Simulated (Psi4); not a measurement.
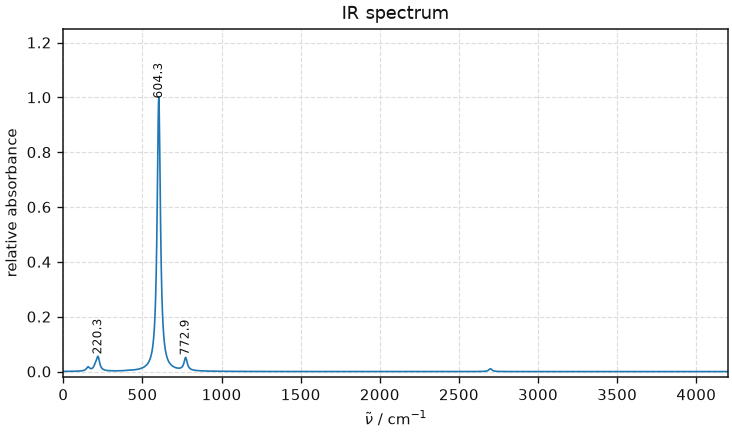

Unscaled harmonic wavenumbers and double-harmonic intensities, PBE0/def2-TZVP (dispersion D4) in Psi4, at a geometry relaxed at this level, isolated molecule. Modes within 2 cm⁻¹ of each other count as one line, with their intensities summed. Lorentzian lines of 24 cm⁻¹ full width. Close modes add up in the curve.

### Whose IR spectrum is this?
A. SiNH₂Cl₃, SMILES N[Si](Cl)(Cl)Cl
B. C₂H₆BF, SMILES CB(C)F
C. C₃H₈, SMILES CCC
D. SiHSCl₃, SMILES S[Si](Cl)(Cl)Cl

Option D. It has its most intense lines at 604.3, 601.3 and 772.9 cm⁻¹.
